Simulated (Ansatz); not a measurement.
Run report: C$_{2}$H$_{8}$BNO, geometry relaxation (part 1 of 3)

C$_{2}$H$_{8}$BNO, computed with RKS PBE/6-31G* (Ansatz 0.2.0).

It belongs to a series of runs on one base structure; here: end point A relaxed. Figures and captions count atoms from 1; the log counts them from 0 in places.

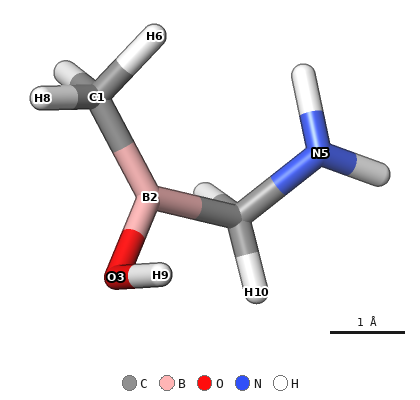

*The structure as given in the input (stick view, seen at a tilt; atoms are numbered from 1 in the order of the input).*

Input file
```yaml
crystal:
  periodic: [false, false, false]
  atoms:
    - { symbol: C, position_ang: [-1.1736, -0.6921, 0.9648] }
    - { symbol: B, position_ang: [0.2098, -0.6956, 0.2695] }
    - { symbol: O, position_ang: [1.1993, -1.6044, 0.7704] }
    - { symbol: C, position_ang: [0.6052, 0.2225, -1.0078] }
    - { symbol: "N", position_ang: [0.4603, 1.6186, -0.67] }
    - { symbol: H, position_ang: [-1.4194, 0.3887, 1.3408] }
    - { symbol: H, position_ang: [-1.9703, -0.9107, 0.2087] }
    - { symbol: H, position_ang: [-1.2236, -1.3535, 1.7868] }
    - { symbol: H, position_ang: [1.7306, -1.059, 1.5015] }
    - { symbol: H, position_ang: [1.5577, -0.0263, -1.3388] }
    - { symbol: H, position_ang: [-0.2024, -0.0217, -1.7946] }
    - { symbol: H, position_ang: [0.845, 2.1818, -1.4469] }
    - { symbol: H, position_ang: [-0.5983, 1.9168, -0.5697] }
basis:
  gaussian: { orbitals: "6-31G*" }
hamiltonian:
  xc: pbe
relax:
  f_tol: 0.02
  max_steps: 50
output:
  orbitals: {}
```

Command:
```bash
ansatz run input.yaml --threads 2 --pin off --max-ram 3072MiB --backend cpu --events-out ev --progress --plain --runs-dir out
```

Log
```
The last accepted step is kept in [file] (removed where the run ends without a failure and the disk answers)
Engine: ansatz 0.2.0, x86_64-unknown-linux-gnu
Functional definition: PBE
  parameter kappa = 0.804
  parameter beta = 0.06672455060314922
  exchange = pbe_x(kappa = kappa, mu = beta*pi^2/3)
  correlation = pbe_c(beta = beta)
1150 factors; their error is unknown
mean field evaluation 1: about -6394.6743 eV, gradient 8.4e1 eV
mean field evaluation 2: about -6366.6430 eV, gradient 1.4e2 eV
mean field evaluation 4: about -6409.2263 eV, gradient 7.6e0 eV
mean field evaluation 8: about -6409.3487 eV, gradient 1.2e-1 eV
mean field evaluation 16: about -6409.2717 eV, gradient 3.3e-4 eV
mean field -6409.27173466 eV, -235.5363918885 hartree, gradient 2.3e-5 eV, S^2 0.000000; 0 other end points of the search recorded, 0 dependent functions left out
the calculation of the forces begins
reference -6409.27175829 eV, -235.5363927566 hartree; 20, 20 occupied and 71, 71 virtual orbitals, 1150 factors
relax step   1: F+E_penalty+E_count = -6409.27173466 eV  Δ(F+E_penalty+E_count) = +0.000e0 eV  max|allowed force component| = 4.434e0 eV/Å  Δτ_max = 0.0000 Å  (28 SCF iters, accepted)
these checks for a lower state are left out or cut short: starts, cluster_reference, orbital_swaps, neighbouring_geometries, increment
1150 factors; their error is unknown
mean field -6409.82027383 eV, -235.5565503309 hartree, gradient 1.1e-5 eV, S^2 0.000000; 0 other end points of the search recorded, 0 dependent functions left out
[... from here on the field's lines of each further geometry are left out, up to the last ...]
relax step   2: F+E_penalty+E_count = -6409.82027383 eV  Δ(F+E_penalty+E_count) = -5.485e-1 eV  max|allowed force component| = 1.262e0 eV/Å  Δτ_max = 0.1236 Å  (30 SCF iters, accepted)
relax step   3: F+E_penalty+E_count = -6409.96718551 eV  Δ(F+E_penalty+E_count) = -1.469e-1 eV  max|allowed force component| = 7.943e-1 eV/Å  Δτ_max = 0.1896 Å  (35 SCF iters, accepted)
relax step   4: F+E_penalty+E_count = -6410.15634122 eV  Δ(F+E_penalty+E_count) = -1.892e-1 eV  max|allowed force component| = 1.396e0 eV/Å  Δτ_max = 0.1963 Å  (35 SCF iters, accepted)
relax step   5: F+E_penalty+E_count = -6410.34438681 eV  Δ(F+E_penalty+E_count) = -1.880e-1 eV  max|allowed force component| = 1.765e0 eV/Å  Δτ_max = 0.1957 Å  (35 SCF iters, accepted)
relax step   6: F+E_penalty+E_count = -6410.52723552 eV  Δ(F+E_penalty+E_count) = -1.828e-1 eV  max|allowed force component| = 7.812e-1 eV/Å  Δτ_max = 0.2000 Å  (36 SCF iters, accepted)
relax step   7: F+E_penalty+E_count = -6410.55620059 eV  Δ(F+E_penalty+E_count) = -2.897e-2 eV  max|allowed force component| = 4.457e-1 eV/Å  Δτ_max = 0.2000 Å  (28 SCF iters, accepted)
relax step   8: F+E_penalty+E_count = -6410.58225467 eV  Δ(F+E_penalty+E_count) = -2.605e-2 eV  max|allowed force component| = 3.048e-1 eV/Å  Δτ_max = 0.0683 Å  (29 SCF iters, accepted)
relax step   9: F+E_penalty+E_count = -6410.58362869 eV  Δ(F+E_penalty+E_count) = -1.374e-3 eV  max|allowed force component| = 3.989e-1 eV/Å  Δτ_max = 0.0347 Å  (31 SCF iters, accepted)
relax step  10: F+E_penalty+E_count = -6410.59267130 eV  Δ(F+E_penalty+E_count) = -9.043e-3 eV  max|allowed force component| = 2.093e-1 eV/Å  Δτ_max = 0.0734 Å  (28 SCF iters, accepted)
relax step  11: F+E_penalty+E_count = -6410.59942779 eV  Δ(F+E_penalty+E_count) = -6.756e-3 eV  max|allowed force component| = 3.222e-1 eV/Å  Δτ_max = 0.1953 Å  (28 SCF iters, accepted)
relax step  12: F+E_penalty+E_count = -6410.60595450 eV  Δ(F+E_penalty+E_count) = -6.527e-3 eV  max|allowed force component| = 2.042e-1 eV/Å  Δτ_max = 0.0318 Å  (30 SCF iters, accepted)
relax step  13: F+E_penalty+E_count = -6410.61314301 eV  Δ(F+E_penalty+E_count) = -7.189e-3 eV  max|allowed force component| = 1.026e-1 eV/Å  Δτ_max = 0.1480 Å  (27 SCF iters, accepted)
relax step  14: F+E_penalty+E_count = -6410.61178068 eV  Δ(F+E_penalty+E_count) = +1.362e-3 eV  max|allowed force component| = 4.386e-1 eV/Å  Δτ_max = 0.1953 Å  (29 SCF iters, rejected (line search))
relax step  15: F+E_penalty+E_count = -6410.61272153 eV  Δ(F+E_penalty+E_count) = +4.215e-4 eV  max|allowed force component| = 1.800e-1 eV/Å  Δτ_max = 0.0976 Å  (28 SCF iters, rejected (line search))
relax step  16: F+E_penalty+E_count = -6410.61636503 eV  Δ(F+E_penalty+E_count) = -3.222e-3 eV  max|allowed force component| = 2.463e-2 eV/Å  Δτ_max = 0.0472 Å  (30 SCF iters, accepted)
relax step  17: F+E_penalty+E_count = -6410.61813814 eV  Δ(F+E_penalty+E_count) = -1.773e-3 eV  max|allowed force component| = 1.726e-1 eV/Å  Δτ_max = 0.0963 Å  (28 SCF iters, accepted)
relax step  18: F+E_penalty+E_count = -6410.62033398 eV  Δ(F+E_penalty+E_count) = -2.196e-3 eV  max|allowed force component| = 1.527e-1 eV/Å  Δτ_max = 0.0984 Å  (29 SCF iters, accepted)
relax step  19: F+E_penalty+E_count = -6410.62189252 eV  Δ(F+E_penalty+E_count) = -1.559e-3 eV  max|allowed force component| = 1.029e-1 eV/Å  Δτ_max = 0.0175 Å  (31 SCF iters, accepted)
relax step  20: F+E_penalty+E_count = -6410.62312594 eV  Δ(F+E_penalty+E_count) = -1.233e-3 eV  max|allowed force component| = 4.788e-2 eV/Å  Δτ_max = 0.0204 Å  (30 SCF iters, accepted)
relax step  21: F+E_penalty+E_count = -6410.62242141 eV  Δ(F+E_penalty+E_count) = +7.045e-4 eV  max|allowed force component| = 1.208e-1 eV/Å  Δτ_max = 0.0344 Å  (30 SCF iters, rejected (line search))
relax step  22: F+E_penalty+E_count = -6410.62364833 eV  Δ(F+E_penalty+E_count) = -5.224e-4 eV  max|allowed force component| = 1.285e-2 eV/Å  Δτ_max = 0.0168 Å  (30 SCF iters, accepted)
relax step  23: F+E_penalty+E_count = -6410.62523883 eV  Δ(F+E_penalty+E_count) = -1.590e-3 eV  max|allowed force component| = 8.237e-2 eV/Å  Δτ_max = 0.0978 Å  (28 SCF iters, accepted)
relax step  24: F+E_penalty+E_count = -6410.62573688 eV  Δ(F+E_penalty+E_count) = -4.981e-4 eV  max|allowed force component| = 1.564e-1 eV/Å  Δτ_max = 0.0824 Å  (29 SCF iters, accepted)
relax step  25: F+E_penalty+E_count = -6410.62678476 eV  Δ(F+E_penalty+E_count) = -1.048e-3 eV  max|allowed force component| = 8.545e-2 eV/Å  Δτ_max = 0.0141 Å  (30 SCF iters, accepted)
relax step  26: F+E_penalty+E_count = -6410.62775570 eV  Δ(F+E_penalty+E_count) = -9.709e-4 eV  max|allowed force component| = 1.665e-2 eV/Å  Δτ_max = 0.0341 Å  (29 SCF iters, accepted)
relax step  27: F+E_penalty+E_count = -6410.62855029 eV  Δ(F+E_penalty+E_count) = -7.946e-4 eV  max|allowed force component| = 3.438e-2 eV/Å  Δτ_max = 0.0595 Å  (30 SCF iters, accepted)
relax step  28: F+E_penalty+E_count = -6410.62745904 eV  Δ(F+E_penalty+E_count) = +1.091e-3 eV  max|allowed force component| = 2.435e-1 eV/Å  Δτ_max = 0.1238 Å  (28 SCF iters, rejected (line search))
relax step  29: F+E_penalty+E_count = -6410.62188136 eV  Δ(F+E_penalty+E_count) = +6.669e-3 eV  max|allowed force component| = 2.262e-1 eV/Å  Δτ_max = 0.0617 Å  (29 SCF iters, rejected (line search))
relax step  30: F+E_penalty+E_count = -6410.62904110 eV  Δ(F+E_penalty+E_count) = -4.908e-4 eV  max|allowed force component| = 7.780e-3 eV/Å  Δτ_max = 0.0303 Å  (30 SCF iters, accepted)
relax step  31: F+E_penalty+E_count = -6410.62984750 eV  Δ(F+E_penalty+E_count) = -8.064e-4 eV  max|allowed force component| = 7.464e-2 eV/Å  Δτ_max = 0.0986 Å  (28 SCF iters, accepted)
relax step  32: F+E_penalty+E_count = -6410.62988171 eV  Δ(F+E_penalty+E_count) = -3.421e-5 eV  max|allowed force component| = 7.134e-2 eV/Å  Δτ_max = 0.0342 Å  (29 SCF iters, accepted)
relax step  33: F+E_penalty+E_count = -6410.63050797 eV  Δ(F+E_penalty+E_count) = -6.263e-4 eV  max|allowed force component| = 4.502e-2 eV/Å  Δτ_max = 0.0237 Å  (30 SCF iters, accepted)
relax step  34: F+E_penalty+E_count = -6410.63084973 eV  Δ(F+E_penalty+E_count) = -3.418e-4 eV  max|allowed force component| = 2.352e-2 eV/Å  Δτ_max = 0.0283 Å  (31 SCF iters, accepted)
relax step  35: F+E_penalty+E_count = -6410.63111526 eV  Δ(F+E_penalty+E_count) = -2.655e-4 eV  max|allowed force component| = 3.916e-2 eV/Å  Δτ_max = 0.0565 Å  (30 SCF iters, accepted)
relax step  36: F+E_penalty+E_count = -6410.63124846 eV  Δ(F+E_penalty+E_count) = -1.332e-4 eV  max|allowed force component| = 3.957e-2 eV/Å  Δτ_max = 0.0261 Å  (30 SCF iters, accepted)
relax step  37: F+E_penalty+E_count = -6410.63134731 eV  Δ(F+E_penalty+E_count) = -9.884e-5 eV  max|allowed force component| = 2.234e-2 eV/Å  Δτ_max = 0.0207 Å  (31 SCF iters, accepted)
the calculation of the forces begins
reference -6410.63139960 eV, -235.5863586532 hartree; 20, 20 occupied and 71, 71 virtual orbitals, 1150 factors
relax step  38: F+E_penalty+E_count = -6410.63137615 eV  Δ(F+E_penalty+E_count) = -2.884e-5 eV  max|allowed force component| = 1.658e-2 eV/Å  Δτ_max = 0.0198 Å  (30 SCF iters, accepted)
1150 factors; their error is unknown
mean field evaluation 288: about -6410.5610 eV, gradient 8.1e0 eV
```

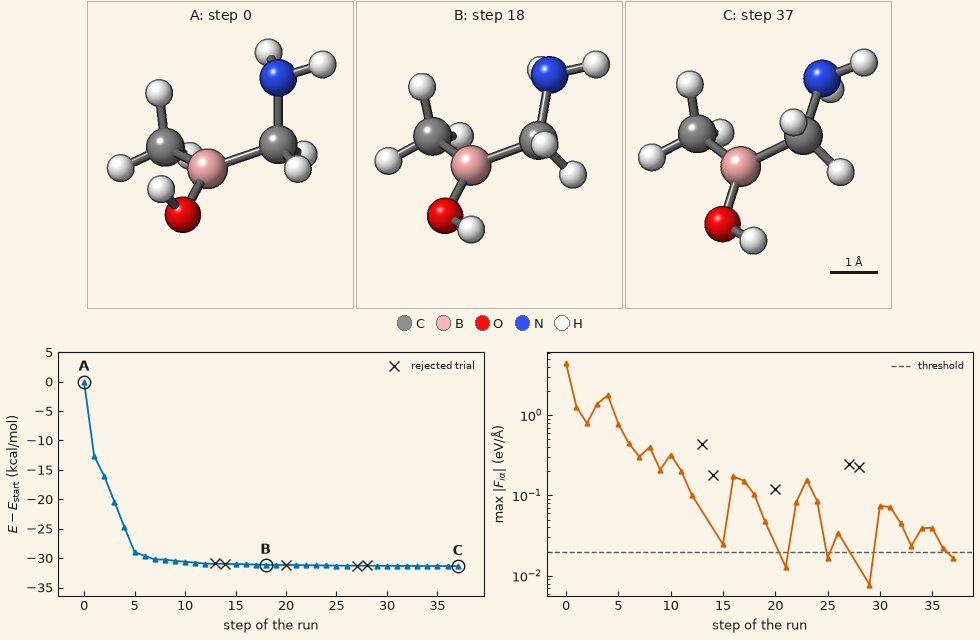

*Frames of the relaxation (ball-and-stick view, seen at a tilt) above the curves, on which the letters mark them (the first geometry is step 0 here and step 1 in the log).*

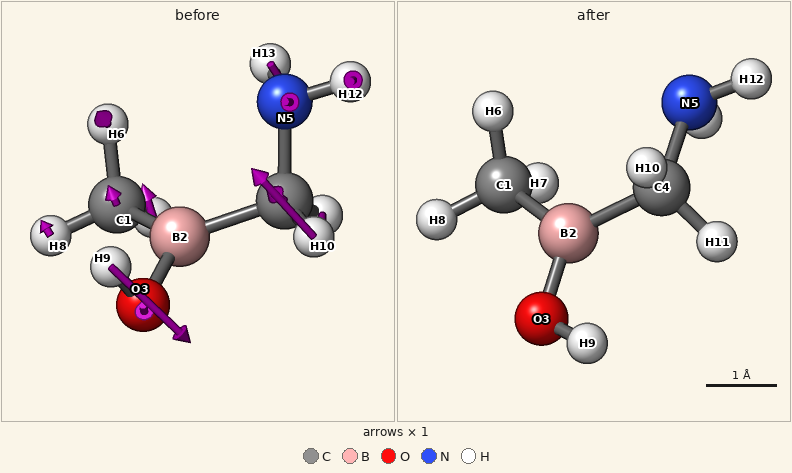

*Before (left) and after (right) the relaxation, at one scale (ball-and-stick view, seen at a tilt). The pink arrows give the displacements, at true length.*

Over 37 geometry steps the energy falls by 31.4 kcal/mol. The largest force component goes from 4.4 to 0.017 eV/Å. The line search rejected the trial steps at points 13, 14, 20, 27, 28 (counted from 0) and went back. The largest move after the best rigid fit is that of H9, 1.70 Å. Largest moves by element: H 1.70 Å, N 0.61 Å, O 0.47 Å, C 0.45 Å, B 0.12 Å. Among the contacts that change: N5–H13 1.104 → 1.026 Å, O3–H9 1.056 → 0.979 Å, C4–H10 1.039 → 1.112 Å, C1–H6 1.170 → 1.104 Å. Among the angles that change: N5–C4–H11 107.1° → 114.9°, H10–C4–H11 112.0° → 104.4°, N5–C4–H10 113.5° → 107.4°. (Atoms are counted from 1 in the order of the input.)

```
mean field -6410.63137615 eV, -235.5863577914 hartree, gradient 3.2e-5 eV, S^2 0.000000; 1 other end points of the search recorded, 0 dependent functions left out
the calculation of the forces begins
reference -6410.63139960 eV, -235.5863586532 hartree; 20, 20 occupied and 71, 71 virtual orbitals, 1150 factors
Total energy: -6410.63139960 eV, -235.5863586532 hartree
Atom 0 at    -1.145773    -0.422921     1.184125 Å, force    -0.002933     0.005170     0.005627 eV/Å
Atom 1 at     0.180186    -0.679268     0.373970 Å, force     0.009870    -0.016582    -0.001875 eV/Å
Atom 2 at     0.834000    -1.874855     0.579385 Å, force    -0.013411     0.010563    -0.002808 eV/Å
Atom 3 at     0.798003     0.385261    -0.644816 Å, force    -0.002176     0.011419    -0.001352 eV/Å
Atom 4 at    -0.082061     1.535181    -0.915622 Å, force     0.010111    -0.007754    -0.001483 eV/Å
Atom 5 at    -1.140790     0.590449     1.623346 Å, force    -0.000893    -0.001710    -0.000063 eV/Å
Atom 6 at    -2.020008    -0.439051     0.503298 Å, force     0.002793    -0.000965     0.000162 eV/Å
Atom 7 at    -1.323993    -1.170882     1.973730 Å, force    -0.000411     0.000461    -0.000766 eV/Å
Atom 8 at     1.628448    -1.941796     0.010741 Å, force     0.005917     0.001812     0.000315 eV/Å
Atom 9 at     1.714930     0.777914    -0.153009 Å, force    -0.004197    -0.002791    -0.002823 eV/Å
Atom 10 at     1.176822    -0.144413    -1.557921 Å, force    -0.000032     0.000226     0.003157 eV/Å
Atom 11 at     0.351123     2.149763    -1.615269 Å, force    -0.001526     0.000080     0.002232 eV/Å
Atom 12 at    -0.950587     1.199718    -1.347258 Å, force    -0.003112     0.000071    -0.000323 eV/Å
Dipole moment:     0.225812    -0.015818    -0.448178 e Å
```

Trajectory as extended XYZ (Å, eV, eV/Å), 38 frames, from step=1 to step=38
```
13
Properties=species:S:1:pos:R:3:forces:R:3 step=1 energy=-6409.27174
C    -1.1736   -0.6921    0.9648   -1.0362   2.6769  -0.9840
B     0.2098   -0.6956    0.2695    1.5605  -0.4227  -0.1300
O     1.1993   -1.6044    0.7704    0.9599   2.0118   1.6950
C     0.6052    0.2225   -1.0078   -4.4338  -0.9409   0.5962
N     0.4603    1.6186   -0.6700   -1.3348   2.2643   0.6314
H    -1.4194    0.3887    1.3408    0.3028  -1.4557  -0.4991
H    -1.9703   -0.9107    0.2087    0.1385  -0.0019   0.4127
H    -1.2236   -1.3535    1.7868   -0.2383  -1.0536   1.1985
H     1.7306   -1.0590    1.5015   -1.2806  -1.5577  -1.9348
H     1.5577   -0.0263   -1.3388    2.1739  -0.3268  -0.9164
H    -0.2024   -0.0217   -1.7946    1.0928  -0.4185   0.0856
H     0.8450    2.1818   -1.4469   -0.3440   0.0701   0.2116
H    -0.5983    1.9168   -0.5697    2.4394  -0.8453  -0.3667
13
Properties=species:S:1:pos:R:3:forces:R:3 step=2 energy=-6409.82027
C    -1.1938   -0.6622    0.9598   -0.3755   0.8759  -0.1612
B     0.2245   -0.6900    0.2918    0.5861  -0.4533  -0.2387
O     1.2124   -1.5919    0.7779    0.1528   1.2622   0.7789
C     0.5620    0.2121   -0.9990   -1.1573  -0.5982   0.0016
N     0.4633    1.6356   -0.6449   -0.6285   0.6942   0.0370
H    -1.4310    0.3815    1.3131    0.1417  -0.4912  -0.1264
H    -1.9898   -0.8825    0.2168    0.0762  -0.0588   0.1064
H    -1.2828   -1.3389    1.8067   -0.1221  -0.2916   0.3317
H     1.7848   -1.0762    1.4246   -0.4760  -0.7729  -0.8555
H     1.5717   -0.0123   -1.3197    0.6614  -0.0280  -0.2545
H    -0.1338   -0.1105   -1.8464    0.4568   0.1519   0.3346
H     0.7778    2.2080   -1.4436   -0.0579  -0.0521   0.0956
H    -0.5450    1.8922   -0.5225    0.7422  -0.2382  -0.0494
13
Properties=species:S:1:pos:R:3:forces:R:3 step=3 energy=-6409.96719
C    -1.2216   -0.6342    0.9605   -0.1270  -0.3550  -0.2263
B     0.2020   -0.7300    0.2748    0.4125   0.0194   0.2726
O     1.1773   -1.5901    0.8175   -0.0408   0.7773   0.7130
C     0.5729    0.1852   -0.9885    0.0719  -0.1079  -0.0656
N     0.4376    1.6153   -0.6170    0.1595   0.0898  -0.1062
H    -1.4120    0.4016    1.2951    0.0728   0.0858   0.0247
H    -2.0275   -0.8537    0.2346   -0.0825  -0.0011   0.0101
H    -1.3459   -1.3032    1.8295    0.0426   0.0313  -0.0573
H     1.8761   -1.0372    1.2631   -0.2810  -0.5829  -0.7943
H     1.6270    0.0094   -1.2805   -0.0623   0.0055   0.0437
H    -0.0407   -0.1315   -1.8753    0.0600   0.0627   0.0814
H     0.7283    2.2047   -1.4095    0.0085  -0.0491   0.0217
H    -0.5533    1.8290   -0.4895   -0.2341   0.0243   0.0826
13
Properties=species:S:1:pos:R:3:forces:R:3 step=4 energy=-6410.15634
C    -1.2465   -0.6315    0.9527   -0.0642  -0.4402  -0.2630
B     0.1962   -0.7221    0.3021    0.1452  -0.1750   0.2139
O     1.1266   -1.5773    0.9053    0.7704   1.3958   0.7381
C     0.5921    0.1763   -0.9665    0.2017   0.1932   0.1922
N     0.4292    1.6124   -0.6125    0.2278   0.0076  -0.0199
H    -1.4168    0.4059    1.2901    0.0079   0.1079   0.0378
H    -2.0504   -0.8509    0.2252   -0.0643   0.0512   0.0083
H    -1.3771   -1.2972    1.8246    0.0493   0.0548  -0.0787
H     1.9667   -1.0378    1.0889   -0.9352  -1.0928  -0.8581
H     1.6545    0.0148   -1.2488   -0.1149   0.0209   0.0708
H    -0.0032   -0.1337   -1.8567   -0.0433  -0.1207  -0.0478
H     0.7145    2.1957   -1.4091   -0.0162   0.0004  -0.0251
H    -0.5656    1.8107   -0.4806   -0.1641  -0.0030   0.0314
```
